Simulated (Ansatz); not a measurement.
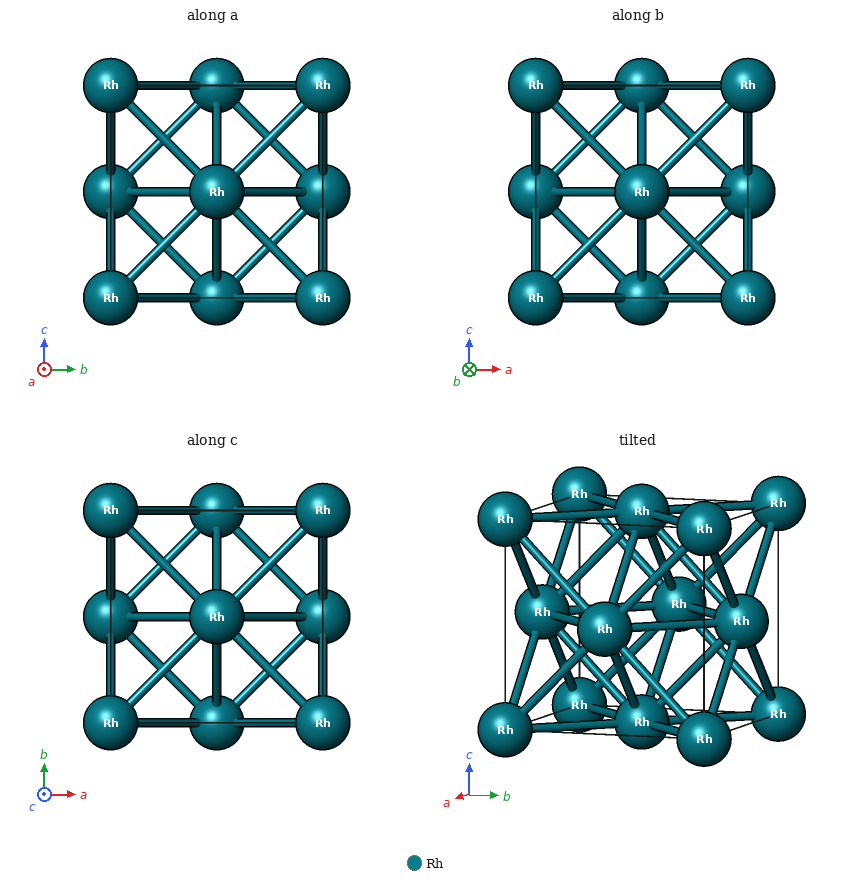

Drawn in the ball-and-stick manner and seen along the a axis, along the b axis, along the c axis and slightly off an axis. The conventional unit cell is drawn as a box.

Lattice parameters: a = 3.8337 Å, b = 3.8337 Å, c = 3.8337 Å, α = 90.000°, β = 90.000°, γ = 90.000°.

**From the views, write a CIF in P1 with every atom of the cell.**

```cif
data_structure
_symmetry_space_group_name_H-M 'P 1'
_symmetry_Int_Tables_number 1
_cell_length_a 3.8337
_cell_length_b 3.8337
_cell_length_c 3.8337
_cell_angle_alpha 90.000
_cell_angle_beta 90.000
_cell_angle_gamma 90.000
_cell_volume 56.34
loop_
_atom_site_label
_atom_site_type_symbol
_atom_site_fract_x
_atom_site_fract_y
_atom_site_fract_z
_atom_site_occupancy
Rh1 Rh 0.0000 0.0000 0.0000 1
Rh2 Rh 0.0000 0.5000 0.5000 1
Rh3 Rh 0.5000 0.0000 0.5000 1
Rh4 Rh 0.5000 0.5000 0.0000 1
```

It derives from the standard structure of this element. Earlier steps of the study may have refined or changed the cell and positions. Ansatz was used for an electronic-structure calculation on it.

At this level of theory the cell isn't at rest (stretched, at -7 GPa), so its distances can differ from those at equilibrium, the more so the softer the solid.
